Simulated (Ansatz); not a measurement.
# H₅PSSi (SMILES P[SiH2]S): what the fields show

Input file:

```
crystal:
  periodic: [false, false, false]
  atoms:
    - symbol: P
      position_ang: [1.252638, 0.006845, 1.335012]
    - symbol: S
      position_ang: [-1.557889, 0.372607, -0.896732]
    - symbol: Si
      position_ang: [-0.836112, -0.707992, 0.819455]
    - symbol: H
      position_ang: [0.783298, 1.217088, 1.932067]
    - symbol: H
      position_ang: [1.288231, -0.705076, 2.576526]
    - symbol: H
      position_ang: [-0.752267, -2.179050, 0.568905]
    - symbol: H
      position_ang: [-1.861261, -0.448144, 1.871070]
    - symbol: H
      position_ang: [-0.506220, 0.042450, -1.681390]
basis:
  gaussian:
    orbitals: def2-TZVPD
output:
  forces: true
  orbitals: {seedname: orbitals}
hamiltonian:
  xc: pbe0
```

Command:

```sh
ansatz run input.yaml --threads 1 --pin off --max-ram 2610MiB --events-out events.jsonl --progress --plain --runs-dir runs
```

Geometry: r2SCAN-D4/def2-SVP.

Level of theory: Ansatz 0.2.0, isolated molecule in a Gaussian basis; Kohn-Sham density functional theory, functional PBE0.

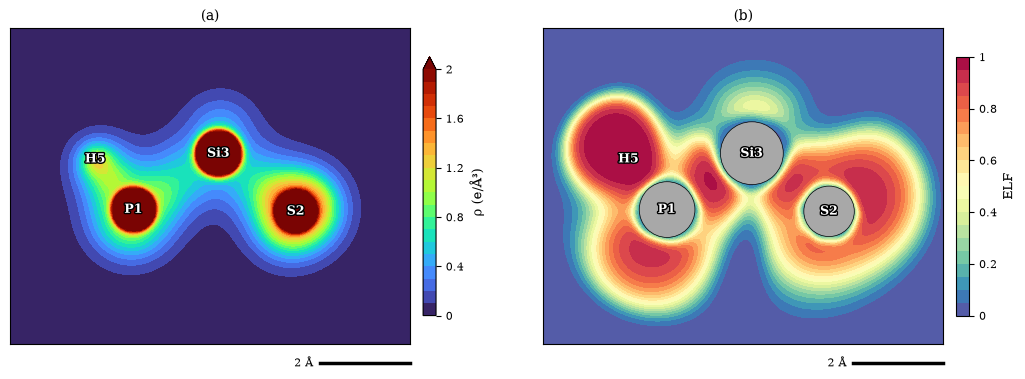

Figure 1. (a) electron density; (b) electron localisation function on the plane of atoms P1, Si3 and S2. Grey discs cover the atomic cores in the ELF map.

What does the map show?

Answer.
- Atoms in the plane: P, S, Si and H.
- Si–S (2.15 Å): ρ is about 0.81 e/Å³ halfway; the ELF peaks at about 0.90 between the atoms; localised, covalent bonding.
- Si–P (2.27 Å): ρ at the midpoint is about 0.71 e/Å³; the ELF peaks at about 0.95 between the atoms: a shared electron pair.
- P–H (1.43 Å): the density is about 1.1 e/Å³ at the midpoint; the ELF climbs to about 1 towards the hydrogen, as it does in any bond to H.
- The ELF also peaks beside P1 and S2, away from the bonds: lone-pair regions.

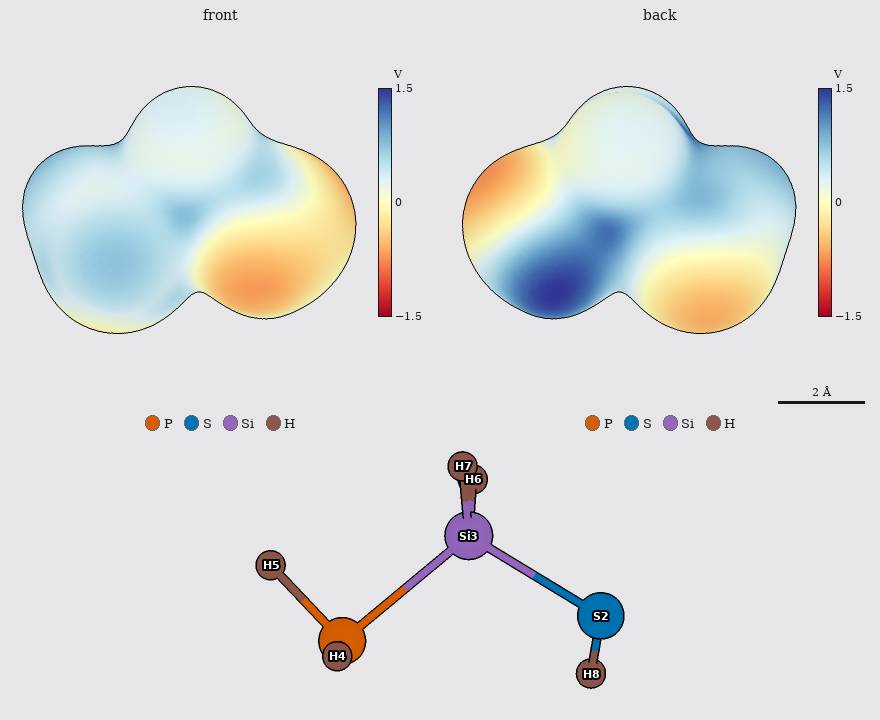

Figure 2. The molecular electrostatic potential painted on the density surface at 0.002 e/bohr³, seen from the front and from behind; red is negative and blue positive. The bare structure is drawn below in the same view.

Where is the surface potential most negative and most positive?

Answer. The most negative region (about −0.7 V, or −16 kcal/mol for a unit charge) lies over S2, the most positive (about +1.4 V, or +32 kcal/mol for a unit charge) over H8.

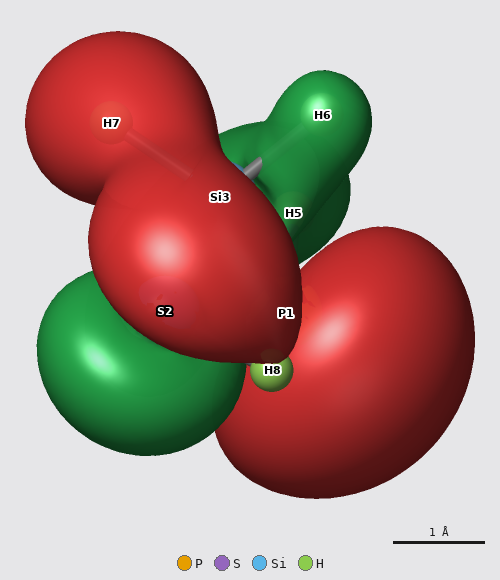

Figure 3. The HOMO−1 at ±0.06 Å⁻³ᐟ² (green and red are the two phases), seen at an oblique angle.

Describe this orbital and give its energy.

Answer. It lies mainly on P1 (about 55 %), S2 (about 20 %) and Si3 (about 10 %); largely a combination of lone pairs on P1 and S2. Its energy is −7.94 eV.
